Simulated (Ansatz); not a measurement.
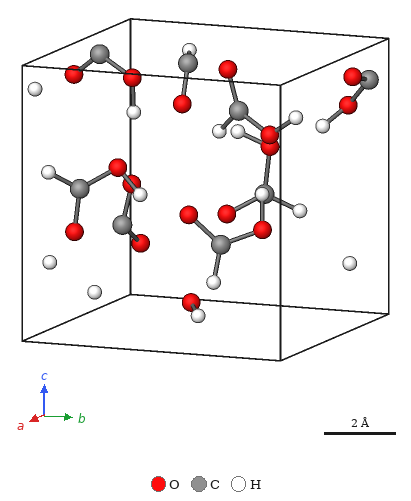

Starting frame of a dynamics run of a periodic cell with 8 HCOOH at 1.213 g/cm³. It starts from the last geometry of an earlier run, with fresh velocities. A ball-and-stick model of the simulation cell, seen slightly off an axis.

All numbers below come from DFT LDA, scalar-relativistic, plane waves, PAW (Ansatz).

The input:
```yaml
crystal:
  lattice:
    - [7.958114, 0.0, 0.0]
    - [0.0, 7.958114, 0.0]
    - [0.0, 0.0, 7.958114]
  atoms:
    - { symbol: O, position: [0.27249117, 0.34897546, 1.04192918] }
    - { symbol: C, position: [0.19196226, 0.30302537, 0.89294478] }
    - { symbol: O, position: [0.2587741, 0.3089216, 0.75693985] }
    - { symbol: H, position: [0.38238719, 0.42199337, 1.01730894] }
    - { symbol: H, position: [0.06506096, 0.25514691, 0.91523846] }
    - { symbol: O, position: [0.5669052, 0.77666861, 0.73033873] }
    - { symbol: C, position: [0.51964681, 0.63661728, 0.79971092] }
    - { symbol: O, position: [0.52765783, 0.59843269, 0.94887339] }
    - { symbol: H, position: [0.5837448, 0.88488934, 0.80342475] }
    - { symbol: H, position: [0.46075812, 0.53718418, 0.7086847] }
    - { symbol: O, position: [0.66712771, 0.23111634, 0.5899149] }
    - { symbol: C, position: [0.77784583, 0.12983481, 0.52460073] }
    - { symbol: O, position: [0.77527893, 0.10863776, 0.36668995] }
    - { symbol: H, position: [0.65528039, 0.31199768, 0.49526244] }
    - { symbol: H, position: [0.85907666, 0.04308238, 0.59191633] }
    - { symbol: O, position: [0.0220304, 0.85176788, 0.75107117] }
    - { symbol: C, position: [0.08462176, 0.95792192, 0.86128168] }
    - { symbol: O, position: [0.23077022, 0.95679119, 0.89686773] }
    - { symbol: H, position: [0.11524367, 0.79211128, 0.68680946] }
    - { symbol: H, position: [-0.01147269, 1.04523258, 0.9160591] }
    - { symbol: O, position: [0.56544571, 0.74808381, 0.38372768] }
    - { symbol: C, position: [0.6315944, 0.61469466, 0.33137827] }
    - { symbol: O, position: [0.67056981, 0.50708194, 0.43855791] }
    - { symbol: H, position: [0.5557668, 0.74261963, 0.51067082] }
    - { symbol: H, position: [0.66282311, 0.59965987, 0.19880514] }
    - { symbol: O, position: [0.03357842, 0.05334862, 0.19504026] }
    - { symbol: C, position: [0.17929646, 0.04379291, 0.28571926] }
    - { symbol: O, position: [0.17891302, 0.08018178, 0.43678524] }
    - { symbol: H, position: [-0.05741614, 0.08306554, 0.28235248] }
    - { symbol: H, position: [0.28667933, -0.03113488, 0.23006857] }
    - { symbol: O, position: [0.17551479, 0.61336551, 0.60969162] }
    - { symbol: C, position: [0.16972933, 0.58984932, 0.43500304] }
    - { symbol: O, position: [0.22790168, 0.46856595, 0.36384193] }
    - { symbol: H, position: [0.19474024, 0.49727196, 0.65941656] }
    - { symbol: H, position: [0.11693772, 0.70459124, 0.37317158] }
    - { symbol: O, position: [0.695714, 0.29911109, 0.92550133] }
    - { symbol: C, position: [0.65390226, 0.15526403, 0.99390898] }
    - { symbol: O, position: [0.61357264, 0.03864749, 0.90519529] }
    - { symbol: H, position: [0.67072748, 0.29408346, 0.79600515] }
    - { symbol: H, position: [0.67799068, 0.14560498, 1.13359767] }
basis:
  ecutwfc: 420.0
kpoints:
  mp_grid: { grid: [1, 1, 1] }
hamiltonian:
  xc: lda
scf:
  occupations: { method: fermi_dirac, width: 0.05 }
  lower_state_search: "off"
md:
  timestep: 0.5
  n_steps: 140
  ensemble: nvt_langevin
  temperature: 500.0
  initial_velocities: maxwell_boltzmann
  seed: 767235
  friction: 0.01
```

Run as
```bash
ansatz run input.yaml --threads 1 --pin off --max-ram 3072MiB --backend cpu --events-out ev --progress --plain --runs-dir out
```

> What does the trajectory do?

Over the second half the temperature averages 465 K (spread ±53 K). The potential energy in the second half lies on average 4.9 meV per atom below the first frame. In the second half of the run the atoms are, in the root-mean-square, this far from where they began (common drift taken out): H 0.51 Å, O 0.32 Å, C 0.26 Å. The heavy atoms stay within a fraction of a molecule's size of their starting places; so short a run doesn't tell a liquid from a solid. Bond changes: 2 H–O bonds form between 44 fs and 46 fs.

Along the run (each row but the first and the last is the mean over the interval that it begins):

```csv
time (fs),potential energy (meV/atom),T (K)
0.0,0.0,488
8.5,-0.8,502
17.0,-7.8,545
25.5,0.5,487
34.0,-7.7,534
42.5,0.1,426
51.0,-3.7,434
59.5,-5.7,454
68.0,-13.1,538
```

The paths of the atoms:

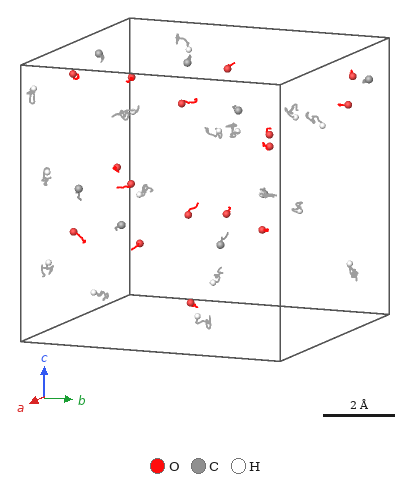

Limits of the set-up: the periodic images lie only 8.0 Å apart, so the values are limited by the cell's size.
